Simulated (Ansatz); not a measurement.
# What TaInSe3 (model cell, started as cubic perovskite with Ta in the octahedra) distorts into, part 2 of 2

Wanted: the energy along a soft mode of TaInSe3 (model cell, started as cubic perovskite with Ta in the octahedra) and the structure at the end.

Ansatz 0.2.0; DFT PBEsol, scalar-relativistic, plane waves, PAW.

So far, highest frequency on the path or at a solved wavevector (cm⁻¹): step 2 (response at finite wavevector) 300. Also lowest frequency on the path (cm⁻¹): step 2 -71.4.

The structure was built from a prototype and need not be the compound's stable phase.

### Step 5. Energy along the mode, all amplitudes (two of the runs are shown above)

An imaginary frequency means negative curvature, so the energy should fall and then rise again as anharmonic terms take over.

Numbers from this step:

| Quantity | Value |
| --- | --- |
| depth at the lowest point sampled | 71.73 meV/atom |
| largest atomic shift at that point | 0.6 Å |

Table of energy from the parent by largest atomic shift:

```
largest atomic shift (Å)  energy from the parent (meV/atom)
                   0.000                                  0
                   0.040                             -0.457
                   0.080                              -1.82
                   0.140                              -5.54
                   0.220                              -13.6
                   0.320                              -27.8
                   0.450                              -49.4
                   0.600                              -71.7
```

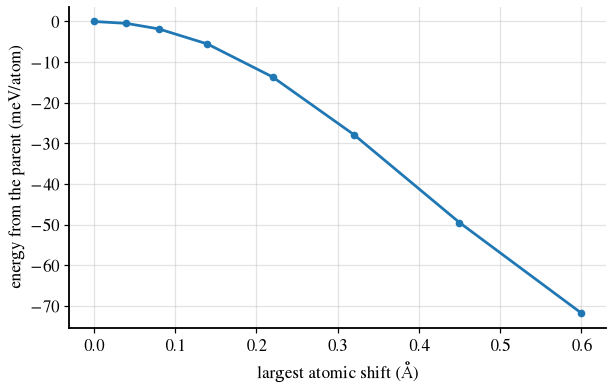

Energy from the parent, plotted against largest atomic shift.

Displacement at unit largest shift by atom:

```
atom   x (Å)   y (Å)   z (Å)   size
 In1   0.000   0.000   0.000  0.000
 In2   0.000   0.000   0.000  0.000
 Ta3   0.000   0.000   0.000  0.000
 Ta4   0.000   0.000   0.000  0.000
 Se5   0.707  -0.707   0.000  1.000
 Se6  -0.707   0.707   0.000  1.000
 Se7   0.000   0.000   0.707  0.707
 Se8   0.000   0.000  -0.707  0.707
 Se9   0.000   0.000   0.707  0.707
Se10   0.000   0.000  -0.707  0.707
```

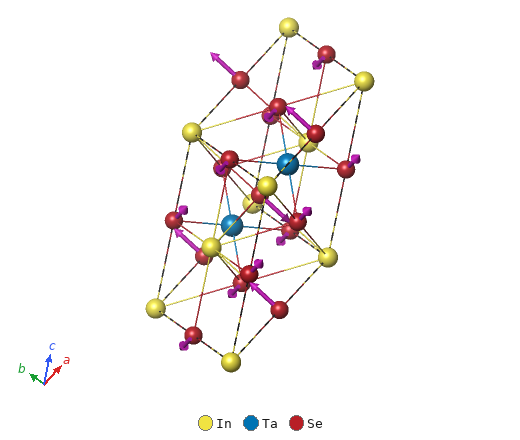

Displacement at unit largest shift as arrows, the longest 1.000 Å. Some periodic images of atoms are drawn too.

The lowest of the steps tried is the last one, at 0.6 Å, 71.7 meV/atom below the parent; the bottom of the well need not coincide with a step.

### Step 6. Relaxing from the distorted cell

Starting from the lowest point found, all atoms and the cell are let go, so that strain and other modes of the same symmetry can join in.

Contents of input.yaml:

```yaml
crystal:
  lattice:
    - [5.019252156, 5.019252156, 0.0]
    - [5.019252156, 0.0, 5.019252156]
    - [5.019252156, 0.0, -5.019252156]
  atoms:
    - { symbol: In, position: [0.0, 0.0, 0.0] }
    - { symbol: In, position: [0.0, 0.5, 0.5] }
    - { symbol: Ta, position: [0.5, 0.25, 0.75] }
    - { symbol: Ta, position: [0.5, 0.75, 0.25] }
    - { symbol: Se, position: [0.415472653, 0.084527347, 1.084527347] }
    - { symbol: Se, position: [0.584527347, 0.415472653, 0.415472653] }
    - { symbol: Se, position: [0.0, 0.5422636735, -0.0422636735] }
    - { symbol: Se, position: [0.0, -0.0422636735, 0.5422636735] }
    - { symbol: Se, position: [0.5, 0.5422636735, -0.0422636735] }
    - { symbol: Se, position: [0.5, -0.0422636735, 0.5422636735] }
kpoints:
  mp_grid: { grid: [6, 6, 6] }
hamiltonian:
  xc: pbesol
scf:
  occupations: { method: methfessel_paxton, width: 0.15 }
output:
  forces: true
  stress: true
  eigenvalues: true
relax:
  adjacent_minimum: "off"
  f_tol: 0.002
  max_steps: 120
  cell: { stress_tol: 0.03 }
```

Run with:

```
$ ansatz run input.yaml --threads 8 --pin off --max-ram 14336MiB --backend cpu --events-out ev --progress --plain --runs-dir out
```

Numbers of over 12 decimals in the logs are rounded to 6 here.

The log of the run:

```text
[...]
Crystal: 10 atoms, lattice volume = 252.899 Å³
Basis set: ecut = 420 eV, 4957 PW (Γ), exchange–correlation on 96×96×96 points (8 copies of the dense FFT grid, shifted against one another)
Bands: 89, of which v1, the nominal top of the filled ones, is band 74 counted from 1 (73 counted from 0)
Symmetry: 8 space group operations
[...]
k-points: 46 of 216
[...]
SCF iter   1: F=—  HF=-63213.248640 eV  |F-HF|=—  |Δ(HF+E_count)|=         —  Δρ=3.77e-3  dr2=5.70e-2  ethr=1.77e-3  ⟨swp⟩=6.4  Hψ=14544  notcnv=0  defer=1
[...]
SCF iter   8: F=-63213.233925 eV  HF=-63213.233925 eV  |F-HF|=9.13e-8  |Δ(HF+E_count)|=   2.96e-8  S|Δr|=    0.00e0  Δρ=3.59e-6  dr2=9.97e-8  ethr=6.76e-11  ⟨swp⟩=8.9  Hψ=18388  notcnv=0
SCF 1 converged in 8 iterations: F = -63213.233925 eV  dr2 = 9.97e-8
[...]
relax step   1: F+E_penalty+E_count = -63213.23392489 eV  Δ(F+E_penalty+E_count) = +0.000e0 eV  max|allowed force component| = 3.438e-1 eV/Å  Δτ_max = 0.0000 Å  P = -2.977 GPa  Ω = 252.899 Å³  (8 SCF iters, dr2 threshold 1.00e-7 eV, accepted)
Crystal: 10 atoms, lattice volume = 236.047 Å³
Basis set: ecut = 420 eV, 4617 PW (Γ), exchange–correlation on 96×96×96 points (8 copies of the dense FFT grid, shifted against one another)
[...]
SCF iter   8: F=-63213.611660 eV  HF=-63213.611660 eV  |F-HF|=2.25e-7  |Δ(HF+E_count)|=   1.95e-7  S|Δr|=    0.00e0  Δρ=6.28e-6  dr2=2.06e-7  ethr=6.76e-10  ⟨swp⟩=5.8  Hψ=16787  notcnv=0
SCF 2 converged in 8 iterations: F = -63213.611660 eV  dr2 = 2.06e-7
relax step   2: F+E_penalty+E_count = -63213.61165961 eV  Δ(F+E_penalty+E_count) = -3.777e-1 eV  max|allowed force component| = 3.564e-1 eV/Å  Δτ_max = 0.1178 Å  P = +0.902 GPa  Ω = 236.047 Å³  energy of the carried Pulay correction = +2.786e-3 eV  (8 SCF iters, dr2 threshold 1.00e-6 eV, accepted)
Crystal: 10 atoms, lattice volume = 230.271 Å³
Basis set: ecut = 420 eV, 4527 PW (Γ), exchange–correlation on 96×96×96 points (8 copies of the dense FFT grid, shifted against one another)
[...]
SCF iter   7: F=-63213.776878 eV  HF=-63213.776878 eV  |F-HF|=8.96e-9  |Δ(HF+E_count)|=   5.41e-7  S|Δr|=    0.00e0  Δρ=9.52e-6  dr2=1.21e-7  ethr=6.76e-10  ⟨swp⟩=7.7  Hψ=20246  notcnv=0
SCF 3 converged in 7 iterations: F = -63213.776878 eV  dr2 = 1.21e-7
[...]
relax step   3: F+E_penalty+E_count = -63213.77687761 eV  Δ(F+E_penalty+E_count) = -1.652e-1 eV  max|allowed force component| = 2.551e-1 eV/Å  Δτ_max = 0.1924 Å  P = +1.629 GPa  Ω = 230.271 Å³  energy of the carried Pulay correction = +3.786e-3 eV  (7 SCF iters, dr2 threshold 1.00e-6 eV, accepted)
[...]
relax step   4: F+E_penalty+E_count = -63213.83652136 eV  Δ(F+E_penalty+E_count) = -5.964e-2 eV  max|allowed force component| = 5.147e-2 eV/Å  Δτ_max = 0.0469 Å  P = -0.178 GPa  Ω = 234.869 Å³  energy of the carried Pulay correction = +2.988e-3 eV  (6 SCF iters, dr2 threshold 1.00e-6 eV, accepted)
[...]
relax step   5: F+E_penalty+E_count = -63213.83961311 eV  Δ(F+E_penalty+E_count) = -3.092e-3 eV  max|allowed force component| = 7.361e-3 eV/Å  Δτ_max = 0.0184 Å  P = -0.020 GPa  Ω = 234.359 Å³  energy of the carried Pulay correction = +3.076e-3 eV  (5 SCF iters, dr2 threshold 5.77e-7 eV, accepted)
[...]
relax step   6: F+E_penalty+E_count = -63213.83970186 eV  Δ(F+E_penalty+E_count) = -8.875e-5 eV  max|allowed force component| = 8.952e-4 eV/Å  Δτ_max = 0.0044 Å  P = -0.006 GPa  Ω = 234.332 Å³  energy of the carried Pulay correction = +3.081e-3 eV  (5 SCF iters, dr2 threshold 9.45e-9 eV, accepted)
[...]
SCF iter   7: F=-63213.836899 eV  HF=-63213.836899 eV  |F-HF|=2.91e-11  |Δ(HF+E_count)|=  4.37e-11  S|Δr|=    0.00e0  Δρ=2.90e-8  dr2=2.30e-12  ethr=1.00e-12  ⟨swp⟩=4.0  Hψ=13373  notcnv=0
SCF 7 converged in 7 iterations: F = -63213.836899 eV  dr2 = 2.30e-12
relax step   7: F+E_penalty+E_count = -63213.83689927 eV  Δ(F+E_penalty+E_count) = +2.803e-3 eV  max|allowed force component| = 9.222e-4 eV/Å  Δτ_max = 0.0000 Å  P = -0.011 GPa  Ω = 234.332 Å³  stress off target by 1.26e-2 GPa  SCF on the basis re-selected at this cell (its energy is not comparable with the rows above)  (7 SCF iters)
basis re-selected at this cell: Δ(F+E_penalty+E_count) = +2.803e-3 eV, ΔP = -0.005 GPa vs the last step (what re-selecting the basis moved, of the pressure what is left beyond the Pulay correction that the steps carried, after the strain that the cell walked since its last selection, with what the two solves' SCF thresholds leave and, on support functions, any second-order correction that the steps lacked; it is no m [...]
SCF converged after 7 iterations
[...]
Free energy (F): -63213.836899 eV
[...]
Internal energy: -63213.840942 eV  (E = F + TS)
E sigma→0 (E₀):  -63213.837910 eV
Entropy (-TS):   0.004043 eV (0.404 meV/atom)
Fermi energy:    10.654538 eV
[...]
--- Forces (eV/Å), atoms counted from 1 ---
  atom   1  In    -0.00005573     0.00005573     0.00000000
  atom   2  In     0.00005573    -0.00005573     0.00000000
  atom   3  Ta    -0.00000000     0.00000000     0.00000000
  atom   4  Ta    -0.00000000     0.00000000     0.00000000
  atom   5  Se    -0.00092224     0.00092224     0.00000000
  atom   6  Se     0.00092224    -0.00092224     0.00000000
  atom   7  Se     0.00000000     0.00000000    -0.00053280
  atom   8  Se     0.00000000    -0.00000000     0.00053280
  atom   9  Se     0.00000000    -0.00000000    -0.00053280
  atom  10  Se     0.00000000    -0.00000000     0.00053280
  max |Σ_I F_I| component: 1.73e-18 eV/Å
--- Stress (GPa, compression-positive) ---
       -0.009917       0.002339       0.000000
        0.002339      -0.009917       0.000000
        0.000000       0.000000      -0.012577
  P = ⅓ Tr σ = -0.0108 GPa (-0.108 kbar)
--- Band table (eV; the first three rows and the last of 46) ---
  k-point 0: bands = [... 70 lower, 9.5856, 9.7416, 9.8056, 10.0830, 10.3948, 10.6736, 10.7254, 11.1154, ... 11 higher]
  k-point 1: bands = [... 70 lower, 9.4827, 9.5892, 9.8151, 10.2728, 10.7749, 10.8554, 10.9458, 11.4332, ... 11 higher]
  k-point 2: bands = [... 70 lower, 9.1847, 9.4784, 9.6029, 10.1933, 10.9999, 11.1524, 11.4369, 11.6205, ... 11 higher]
  k-point 45: bands = [... 70 lower, 8.7777, 8.8070, 9.7096, 10.3529, 10.9150, 11.4016, 11.4110, 11.6582, ... 11 higher]
--- Relaxed structure (6 steps of the walk, 6 accepted, 1 SCFs on fresh bases) ---
  F+E_penalty+E_count = -63213.83689927 eV   max|allowed force component| = 9.222e-4 eV/Å   (the final SCF, on the basis selected at the relaxed cell)
  cell:  # Å, volume = 234.3319 Å³
    - [4.959106, 4.959106, 0.0]
    - [4.931095, 0.028011, 4.818686]
    - [4.931095, 0.028011, -4.818686]
  atoms:
    - { symbol: In, position: [0.032450, -0.032450, -0.032450] }
    - { symbol: In, position: [-0.032450, 0.532450, 0.532450] }
    - { symbol: Ta, position: [0.500000, 0.250000, 0.75] }
    - { symbol: Ta, position: [0.500000, 0.75, 0.250000] }
    - { symbol: Se, position: [0.376631, 0.123369, 1.123369] }
    - { symbol: Se, position: [0.623369, 0.376631, 0.376631] }
    - { symbol: Se, position: [4.336808689942018e-19, 0.565852, -0.065852] }
    - { symbol: Se, position: [4.336808689942018e-19, -0.065852, 0.565852] }
    - { symbol: Se, position: [0.500000, 0.565852, -0.065852] }
    - { symbol: Se, position: [0.500000, -0.065852, 0.565852] }
```

Run time: 2.3 min. Hardware: 8 threads of Arm Neoverse N1, shared host; peak memory 1.7 GiB.

Relaxation path:

| step | energy less that of the first step (eV) | largest force component (eV/Å) | pressure (GPa) | volume (Å³) |
| --- | --- | --- | --- | --- |
| 1 | 0.0000 | 0.3438 | -2.98 | 252.90 |
| 2 | -0.3777 | 0.3564 | 0.90 | 236.05 |
| 3 | -0.5430 | 0.2551 | 1.63 | 230.27 |
| 4 | -0.6026 | 0.0515 | -0.18 | 234.87 |
| 5 | -0.6057 | 0.0074 | -0.02 | 234.36 |
| 6 | -0.6058 | 0.0009 | -0.01 | 234.33 |
| 7* | -0.6030 | 0.0009 | -0.01 | 234.33 |

Relaxation steps marked * repeat the geometry before them on a plane-wave basis chosen anew for their cell, so energy and pressure can jump there.

The run keeps the 8 symmetry operations that it works with, so distortions that break them were not tested.

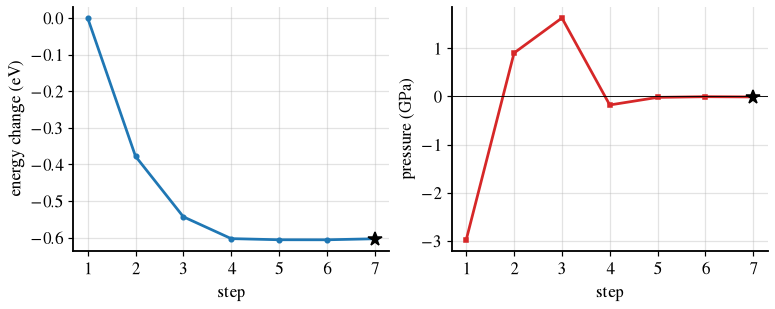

Energy and pressure along the relaxation. Stars mark steps on a basis chosen anew.

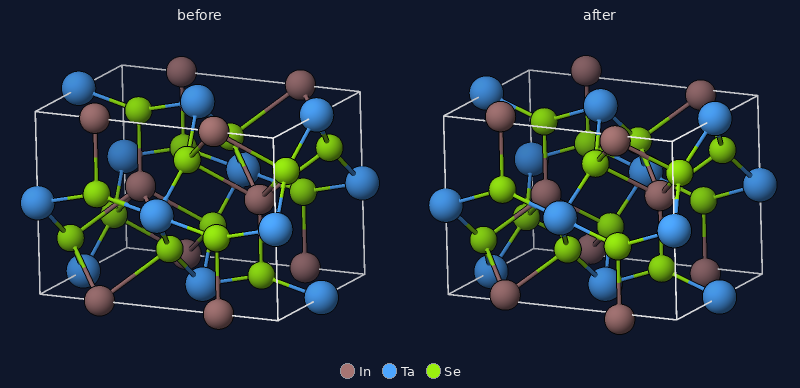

The structure before and after the relaxation, drawn at the same scale.

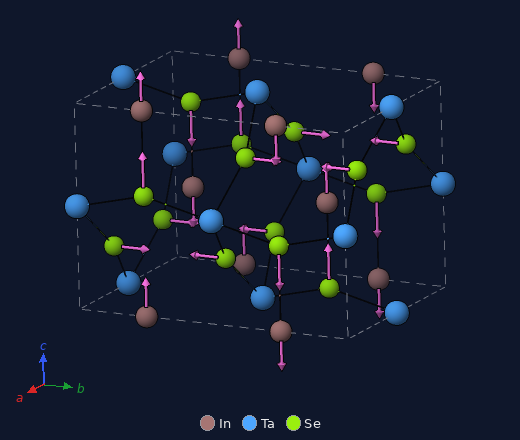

Displacements in the relaxation, exaggerated, measured against the changing cell; the longest in the cell stands for 0.27 Å. Bonds to atoms that aren't drawn are left out. Some periodic images of atoms are drawn too.

| conventional cell, symmetrised | before | after | change |
| --- | --- | --- | --- |
| a (Å) | 7.098 | 7.013 | -1.2 % |
| b (Å) | 10.039 | 9.637 | -4.0 % |
| c (Å) | 7.098 | 6.934 | -2.3 % |
| volume (Å³/atom) | 25.29 | 23.43 | -7.3 % |

The atoms that moved most (Å, as changes of fractional coordinates times the final cell):

| atom | dx | dy | dz | length |
| --- | --- | --- | --- | --- |
| Se6 | -0.190 | 0.190 | 0.000 | 0.269 |
| Se5 | 0.190 | -0.190 | 0.000 | 0.269 |
| Se7 | 0.000 | 0.000 | 0.227 | 0.227 |
| Se8 | 0.000 | 0.000 | -0.227 | 0.227 |
| Se9 | 0.000 | 0.000 | 0.227 | 0.227 |
| Se10 | 0.000 | 0.000 | -0.227 | 0.227 |
| In2 | 0.159 | -0.159 | 0.000 | 0.225 |
| In1 | -0.159 | 0.159 | 0.000 | 0.225 |

This step gave:

| Item | Value |
| --- | --- |
| pressure | -0.01080 GPa |
| volume per atom | 23.43 Å³ |

The distorted start has space group Imma; the relaxation ends in Imma.

### Step 7. Modes of the new phase

A relaxed structure may still be a saddle point, so its zone-centre modes are computed. No field response is asked, since the mesh shows no gap.

Contents of input.yaml:

```yaml
crystal:
  lattice:
    - [4.9591063639, 4.9591063639, 0.0]
    - [4.9310949136, 0.0280114503, 4.8186860286]
    - [4.9310949136, 0.0280114503, -4.8186860286]
  atoms:
    - { symbol: In, position: [0.0324498849, -0.0324498849, -0.0324498849] }
    - { symbol: In, position: [-0.0324498849, 0.5324498849, 0.5324498849] }
    - { symbol: Ta, position: [0.5, 0.25, 0.75] }
    - { symbol: Ta, position: [0.5, 0.75, 0.25] }
    - { symbol: Se, position: [0.3766305821, 0.1233694179, 1.1233694179] }
    - { symbol: Se, position: [0.6233694179, 0.3766305821, 0.3766305821] }
    - { symbol: Se, position: [0.0, 0.565851841, -0.065851841] }
    - { symbol: Se, position: [0.0, -0.065851841, 0.565851841] }
    - { symbol: Se, position: [0.5, 0.565851841, -0.065851841] }
    - { symbol: Se, position: [0.5, -0.065851841, 0.565851841] }
kpoints:
  mp_grid: { grid: [6, 6, 6] }
hamiltonian:
  xc: pbesol
scf:
  occupations: { method: methfessel_paxton, width: 0.15 }
output:
  eigenvalues: true
phonons:
  method: dfpt
```

The log of the run:

```text
[...]
Crystal: 10 atoms, lattice volume = 234.332 Å³
Basis set: ecut = 420 eV, 4585 PW (Γ), exchange–correlation on 96×96×96 points (8 copies of the dense FFT grid, shifted against one another)
Bands: 89, of which v1, the nominal top of the filled ones, is band 74 counted from 1 (73 counted from 0)
Symmetry: 8 space group operations
k-points: 112 of 216 (irreducible under 1 space group operation, time reversal used)
[...]
SCF iter   1: F=—  HF=-63213.862365 eV  |F-HF|=—  |Δ(HF+E_count)|=         —  Δρ=5.75e-3  dr2=1.12e-1  ethr=1.77e-3  ⟨swp⟩=6.2  Hψ=35228  notcnv=0
[...]
SCF iter  10: F=-63213.836899 eV  HF=-63213.836899 eV  |F-HF|=1.46e-11  |Δ(HF+E_count)|=  4.37e-11  S|Δr|=    0.00e0  Δρ=5.46e-8  dr2=3.48e-12  ethr=1.00e-12  ⟨swp⟩=10.9  Hψ=54453  notcnv=0
SCF 1 converged in 10 iterations: F = -63213.836899 eV  dr2 = 3.48e-12
[...]
DFPT response loops at Γ: preconditioner auto → Kerker (q_TF=auto, 2.527 Å⁻¹) (partly filled bands, converged f_vac=0.012); β = 1.00, the filter's whole step (`scf.mixing.beta` (0.50) is not read by the response loops under this deck's `scf.mixing.preconditioner`; to damp them name `kerker` or `kerker_dos`, under which they read `scf.mixing.beta`, and type it under 1.00, their step now; both keys bind the ground state too); Broyden in place of MSR1
SCF converged after 10 iterations
[...]
Free energy (F): -63213.836899 eV
[...]
Internal energy: -63213.840942 eV  (E = F + TS)
E sigma→0 (E₀):  -63213.837910 eV
Entropy (-TS):   0.004043 eV (0.404 meV/atom)
Fermi energy:    10.654539 eV
[...]
--- Band table (eV; the first three rows and the last of 112) ---
  k-point 0: bands = [... 70 lower, 9.5856, 9.7416, 9.8056, 10.0830, 10.3948, 10.6736, 10.7254, 11.1154, ... 11 higher]
  k-point 1: bands = [... 70 lower, 9.4827, 9.5892, 9.8151, 10.2728, 10.7749, 10.8554, 10.9458, 11.4332, ... 11 higher]
  k-point 2: bands = [... 70 lower, 9.1847, 9.4784, 9.6029, 10.1933, 10.9999, 11.1524, 11.4369, 11.6205, ... 11 higher]
  k-point 111: bands = [... 70 lower, 9.1042, 9.1818, 9.5952, 10.0999, 11.1513, 11.2884, 11.3996, 11.8235, ... 11 higher]
--- Phonons (Γ-DFPT): 9 representative perturbations + reference, on 112 of 216 k-points (Σ response iterations 36) ---
  k mesh reduced under 1 symmetry operation, with k and −k counted as one. Each operation leaves every solved perturbation unchanged. A smaller set is not used because it would not reduce the number of displacements times k-points to solve
  ASR residual: 7.914e-5 → 0.000e0 eV/Å²; symmetrization residual: 4.582e-5 eV/Å²
  ASR residual per site (eV/Å²): 5.13e-5 5.13e-5 7.91e-5 7.91e-5 5.80e-5 5.80e-5 7.60e-5 7.60e-5 7.60e-5 7.60e-5
  Γ frequencies (cm⁻¹): 0.00 0.00 0.00 22.09 45.55 52.63 57.08 75.78 75.88 81.21 81.89 85.96 88.56 98.37 98.78 110.51 118.97 128.49 133.30 137.74 140.55 144.63 152.95 159.29 187.80 200.63 206.54 210.47 211.47 267.03
  non-analytic LO–TO correction: not included (Born effective charges unavailable; polar crystals: no LO–TO splitting at Γ)
```

Run time: 17 min. Hardware: 8 threads; peak memory 7.1 GiB.

This step gave:

```
sum-rule residual before enforcement                    : 7.91e-5 eV/Å²
point group                                             : mmm
highest optical mode at the zone centre (no LO-TO term) : 267.0 cm⁻¹
lowest optical zone-centre mode                         : 22.09 cm⁻¹
```

Patterns of degenerate modes are one choice out of their space. The modes at Γ (shares of kinetic energy by element, %):

```
mode  frequency (cm⁻¹)  symmetry  In %  Ta %  Se %
   1               0.0  acoustic    22    34    44
   2               0.0  acoustic    22    34    44
   3               0.0  acoustic    22    34    44
   4              22.1       B1g     0     0   100
   5              45.5       B3u    55    11    33
   6              52.6       B2g    59     0    41
   7              57.1       B3g    90     0    10
   8              75.8       B2u    37    52    12
   9              75.9       B2g    33     0    67
  10              81.2        Ag    82     0    18
  11              81.9       B1u    44    42    13
  12              86.0       B1u     8     2    90
  13              88.6       B3u     6    26    68
  14              98.4        Au     0     1    99
  15              98.8       B2u    37    10    54
  16             110.5       B3u    17     8    75
  17             119.0        Ag     1     0    99
  18             128.5        Au     0    99     1
  19             133.3       B2g     8     0    92
  20             137.7       B1u    18    68    14
  21             140.6       B3g    10     0    90
  22             144.6       B1u     7    43    49
  23             152.9       B2u     5    95     0
  24             159.3        Ag    17     0    83
  25             187.8       B2u     0    10    90
  26             200.6       B3g     0     0   100
  27             206.5       B3u     0    21    79
  28             210.5       B1g     0     0   100
  29             211.5       B1u     1    10    89
  30             267.0       B3g     0     0   100
```

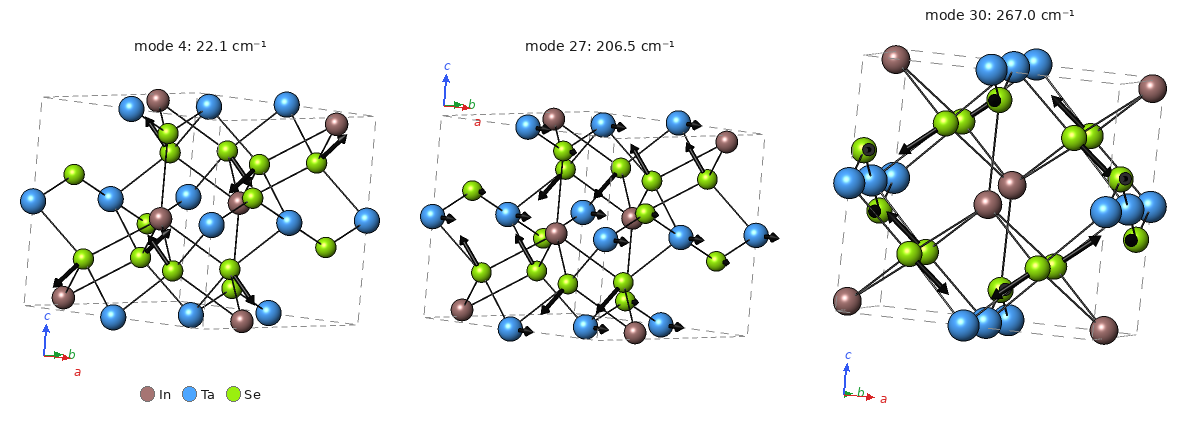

Displacement patterns of modes 4, 27 and 30 at Γ; arrows are exaggerated. Some periodic images of atoms are drawn too.

Before it was imposed, the acoustic sum rule was missed by 7.9e-5 eV/Å². Small misses are needed for a sound result but don't prove that mesh and cutoff are converged. The lowest optical mode is real, 22.1 cm⁻¹.

### Step 8. Summary of results

```yaml
unstable_mode_of_the_parent: q = (-0.5, -0.5, -0.5), 70i cm⁻¹
depth_at_the_lowest_point_sampled: 71.7 meV/atom
largest_atomic_shift_at_that_point: 0.6 Å
space_group_reached_within_0p01_a: Imma
energy_gained_over_the_parent_first_relaxation_on_the_mesh_of_the_frozen_mode: 132 meV/atom
volume_per_atom_phase_reached: 23.4 Å³
lowest_optical_zone_centre_mode_phase_reached: 22.1 cm⁻¹
highest_optical_mode_at_the_zone_centre_no_lo_to_term_phase_reached: 267 cm⁻¹
```

In words: Along this mode the structure falls into Imma, 132 meV/atom below the parent. At the parent's cell the well is 71.73 meV/atom deep on the steps tried, with its lowest point at a shift of 0.6 Å. That is the last step tried, so the steps alone don't bracket the bottom of the well. Relaxing atoms and cell changes the gain by +60.29 meV/atom against the lowest step (energies at zero smearing). The new phase has no imaginary mode at the zone centre of its cell; other wavevectors were not checked. Of the 7 patterns followed to their end from this parent, this one ends 10.2 meV/atom above the lowest, R-3c. Each path keeps the symmetry of its pattern, so a lower phase may lie along a pattern not tried. With no gap, or one that is small against the smearing, the frequencies hang on the k mesh and the smearing, most of all near Kohn anomalies. Spin-orbit coupling is left out, which can matter for the heavy elements here. The starting cell was built on a prototype and not taken from a measurement, so the phase need not exist.

[Logs are printed without paths, hosts, clocks, repeated set-up lines and the standing remarks that a program may print on its own settings, such as how far it seeks lower states.]

[Hosts, paths, dates, database ids (printed as entryN), source tags and the programs' standing remarks are cut or masked in the printed files.]
